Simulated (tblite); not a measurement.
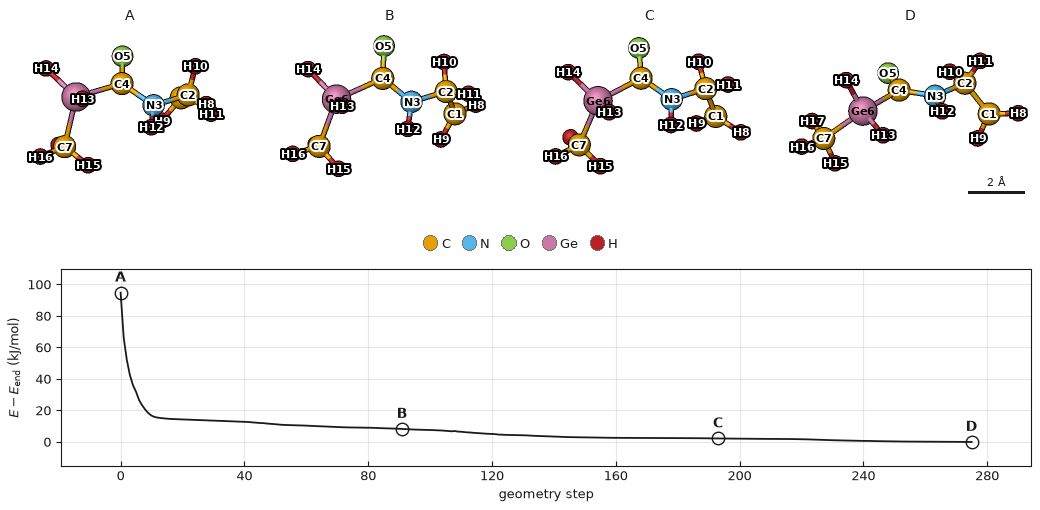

Frames of a relaxation of C$_{4}$H$_{10}$GeNO (multiplicity 2), marked on the history of the run. Style: ball-and-stick. Shown at a tilt.

Computed with GFN2-xTB geometry optimisation, gas phase (tblite). 

### Describe the path.

H11 moves most after the best rigid fit: 1.98 Å. Largest moves by element: H 1.98 Å, C 1.33 Å, O 0.89 Å, Ge 0.61 Å, N 0.42 Å. Near-neighbour distances that change, for instance: C4–Ge6 1.931 → 2.005 Å, N3–C4 1.411 → 1.338 Å, C4–O5 1.280 → 1.214 Å, C1–C2 1.515 → 1.462 Å. Bond angles that change, for instance: H8–C1–H9 107.1° → 118.8°, C2–C1–H9 108.3° → 119.6°, C2–C1–H8 112.7° → 121.5°. Groups turn about C2–N3 by about 70°, C4–Ge6 by about 65°. After 275 geometry steps the energy has fallen by 94.8 kJ/mol. The run took 1.6 s on 1 thread of Arm Neoverse V2, on a shared host. From step 0 to 91: H9 moves most (0.98 Å), energy −86.6 kJ/mol. From step 91 to 193: H8 moves most (1.35 Å), energy −6.04 kJ/mol. From step 193 to 275: H13 moves most (1.17 Å), energy −2.21 kJ/mol.

```csv
step,"E − E(0), kJ/mol"
0,0.00
1,-28.62
2,-42.62
3,-52.37
4,-58.81
5,-63.05
6,-68.37
7,-71.70
8,-74.40
9,-76.59
10,-78.12
24,-80.87
38,-81.83
52,-83.93
66,-84.91
80,-85.78
94,-86.89
108,-87.89
122,-90.11
136,-91.10
149,-91.93
163,-92.22
177,-92.29
191,-92.58
205,-92.85
219,-93.06
233,-93.83
247,-94.38
261,-94.74
275,-94.83
```
